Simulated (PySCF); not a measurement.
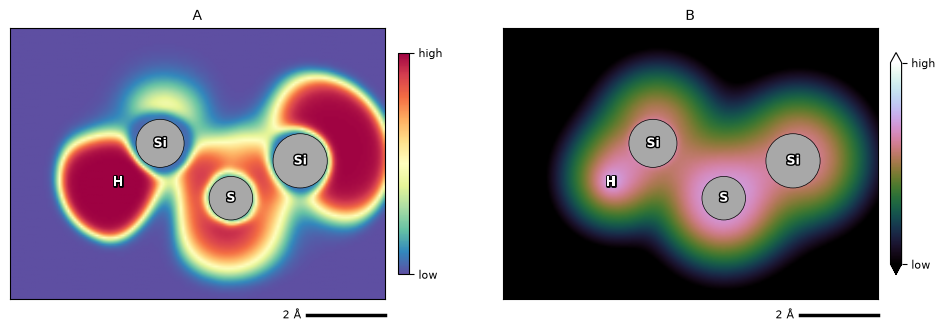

H3SSi2 (charge +1): 2 fields on the plane of atoms Si2, S1 and Si3, with unlabelled colour scales. Grey discs cover the atomic cores.

Geometry: B3LYP-D3(BJ)/def2-SVP.

Computed with PySCF, Gaussian-basis quantum chemistry of an isolated molecule with PySCF, energy and nuclear gradient, functional PBE0.

```yaml
atoms:
  - { symbol: S, position_ang: [-1.6905, -0.7254, 1.9564] }
  - { symbol: Si, position_ang: [-2.8802, -2.3593, 1.7651] }
  - { symbol: Si, position_ang: [-0.3246, -0.3425, 0.1326] }
  - { symbol: H, position_ang: [0.5037, -1.5633, 0.0425] }
  - { symbol: H, position_ang: [-1.2690, -0.1477, -0.9876] }
  - { symbol: H, position_ang: [0.3704, 0.8711, 0.6044] }
```

Which field does each panel show? The fields are: electron density and electron localisation function.

Answer. Panel A: electron localisation function. Panel B: electron density. From the grid: Si–S (2.03 Å): the density is about 0.97 e/Å³ at the midpoint; the ELF peaks at about 0.85 between the atoms: localised, covalent bonding. Si–H (1.48 Å): ρ is about 0.86 e/Å³ halfway; the ELF climbs to about 1 towards the hydrogen, as it does in any bond to H.
